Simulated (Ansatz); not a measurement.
# H$_{4}$P$_{2}$: what the fields show

```xyz
6

P    -0.8779    0.1584   -0.6215
P     0.7525   -1.1002   -0.7466
H     1.5025   -0.1606    0.0210
H    -1.4990    0.4899    0.6151
H    -1.9696   -0.4069   -1.3027
H    -0.8832    1.4663   -1.1822
```

Geometry: r2SCAN-D4/def2-TZVP.

The calculation used isolated molecule in a Gaussian basis; Kohn-Sham density functional theory, functional PBE0 in Ansatz.

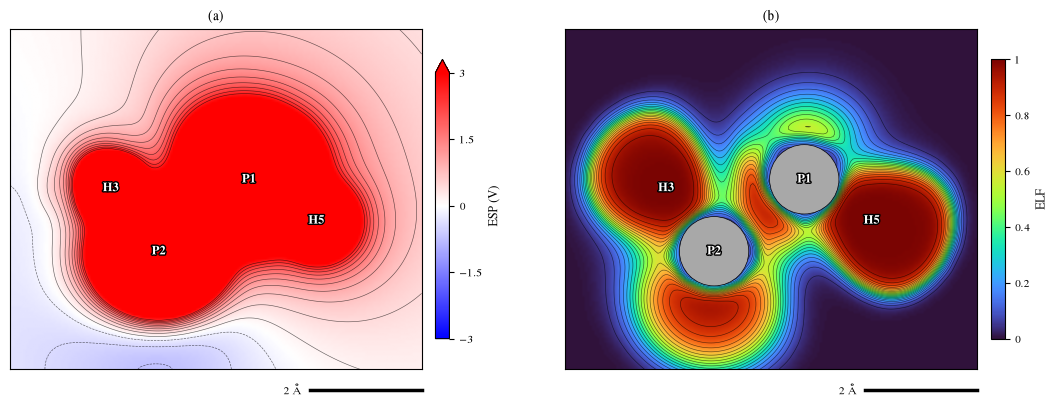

Figure 1. (a) molecular electrostatic potential; (b) ELF on the plane of atoms P2, P1 and H5. Grey discs cover the atomic cores in the ELF map.

Q: What do the fields say about this system?

A: The section cuts through P and H sites.
P–P (2.06 Å): the ELF peaks at about 0.90 between the atoms: localised, covalent bonding.
P–H (1.41 Å): the ELF climbs to about 1 towards the hydrogen, as it does in any bond to H.
The ELF also peaks beside P2, away from the bonds: lone-pair regions.
Outside the dense part of the molecule the potential is most negative (−0.7 V) near P2.

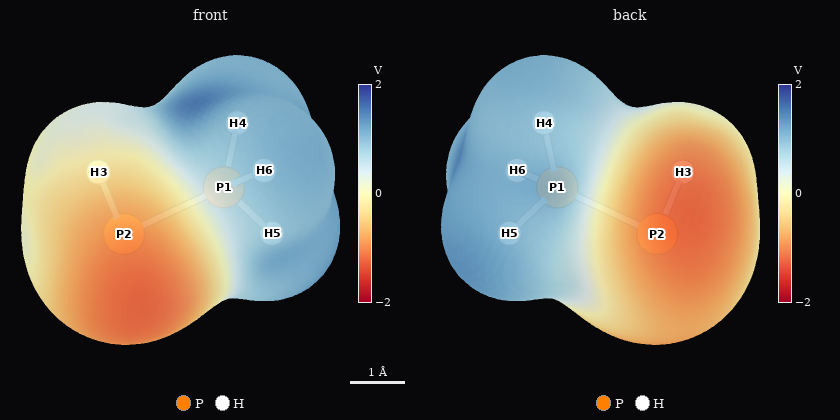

Figure 2. The electrostatic potential painted on the density surface at 0.002 e/bohr³, seen from the front and from behind; red is negative and blue positive.

Q: Describe the electrostatic potential map.

A: The most negative region (about −1.3 V) lies over P2, the most positive (about +1.5 V) over P1.

Q: How polar is the molecule by this calculation?

A: Its dipole moment is 3.24 D.

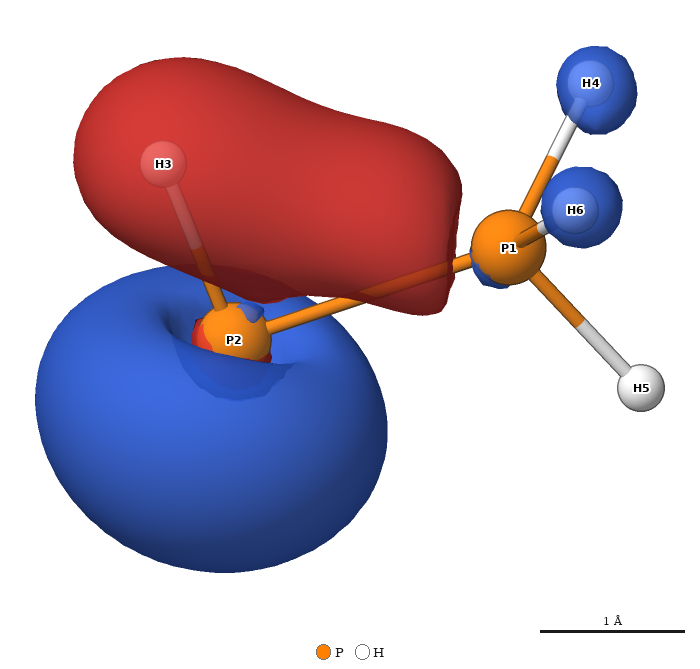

Figure 3. The HOMO−1 at ±0.15 Å⁻³ᐟ² (red and blue are the two phases), seen at a tilt.

Q: Where does this orbital lie, and at what energy?

A: By Hirshfeld shares it lies mainly on P2 (about 70 %), P1 (about 10 %) and H3 (about 10 %); largely a lone pair of P2. Its energy is −8.22 eV.
